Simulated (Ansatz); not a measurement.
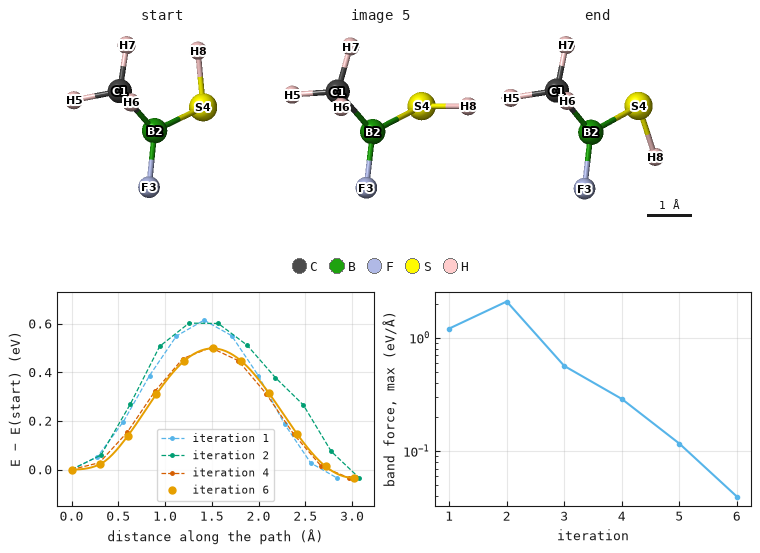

A search for the minimum-energy path of CH4BFS by the nudged elastic band. Images are numbered from 0 (start) to 10 (end). The plot follows the band through its iterations. A ball-and-stick model, seen from a free direction.

Method: Ansatz, RHF/def2-SVP.

Input file:
```yaml
crystal:
  periodic: [false, false, false]
  atoms:
    - { symbol: C, position_ang: [-0.048691, 0.919706, -0.058389] }
    - { symbol: B, position_ang: [0.589674, -0.51656, -0.01834] }
    - { symbol: F, position_ang: [1.904794, -0.624877, -0.104844] }
    - { symbol: S, position_ang: [-0.297293, -2.096976, 0.139742] }
    - { symbol: H, position_ang: [0.361, 1.513101, 0.764496] }
    - { symbol: H, position_ang: [0.254804, 1.418576, -0.98352] }
    - { symbol: H, position_ang: [-1.135394, 0.938919, 0.007056] }
    - { symbol: H, position_ang: [-1.536694, -1.608989, 0.198] }
basis:
  gaussian: { orbitals: def2-SVP }
hamiltonian:
  xc: hf
neb:
  order_check: false
  images: 9
  f_tol: 0.05
  max_iterations: 60
  initial_path: idpp
  final_atoms:
    - { symbol: C, position_ang: [-0.02059533, 1.1167119, -0.07474075] }
    - { symbol: B, position_ang: [0.24708184, -0.42948846, -0.00477994] }
    - { symbol: F, position_ang: [1.49025972, -0.87604554, -0.07441529] }
    - { symbol: S, position_ang: [-1.09902589, -1.63532222, 0.17907055] }
    - { symbol: H, position_ang: [0.49223458, 1.60511562, 0.75976095] }
    - { symbol: H, position_ang: [0.41433951, 1.52154817, -0.99309181] }
    - { symbol: H, position_ang: [-1.07599248, 1.38495084, -0.03821171] }
    - { symbol: H, position_ang: [-0.35610195, -2.7445703, 0.19060899] }
```

Launched with:
```bash
ansatz run input.yaml --threads 1 --pin off --max-ram 2048MiB --backend cpu --events-out ev --progress --plain --runs-dir out
```

Did the band converge, and can the barrier be trusted?

The run is converged, with reservations. The band converged in 6 iterations. The largest component of the band force went from 1.2 to 0.04 eV/Å. The climbing image converged on the top of the path. Its vibrational analysis gives 2 imaginary modes over 30i cm⁻¹, so it isn't confirmed as a transition state. The first iteration put the highest image at 0.61 eV. Forward barrier 0.50 eV, backward barrier 0.53 eV, with image 5 at the top; the reaction energy is −0.03 eV.

Limits of the set-up: Hartree-Fock leaves out electron correlation.

Cost: 70 s on 1 thread of Arm Neoverse V2 (shared host), peak memory 0.14 GiB.
